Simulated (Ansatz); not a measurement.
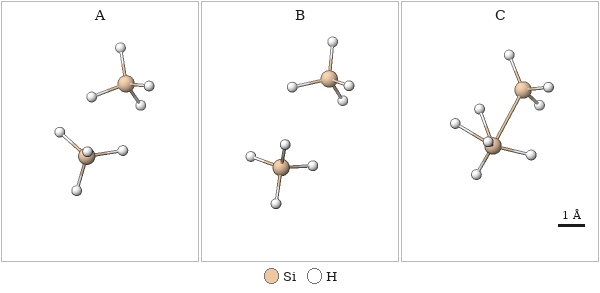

3 geometries from a converged minimum-energy path of Si₂H₈, made up at the start of Si$_{2}$H$_{6}$ and H₂, shuffled. The picture is a ball-and-stick view, seen at a tilt.

Method: RKS PBE0/def2-SVP (Ansatz). Settings: 9 movable images; climbing image; force threshold 0.05 eV/Å; iteration limit 60; starting path through a guess of the saddle point.

> Which frame is the transition state?

C. In order along the path, whose images run from 0 to 10: C (image 5, +2.95 eV), A (image 7, +0.19 eV), B (image 10, −0.21 eV). Breaking: H–H (0.76 → 3.19 Å), Si–Si (2.35 → 4.22 Å). Forming: 2 H–Si (3.56–3.84 → 1.49 Å).

Limits of the set-up: the start holds two separate molecules, 2.9 Å apart at their closest, whose relative position is a soft coordinate and is computed without a dispersion correction.
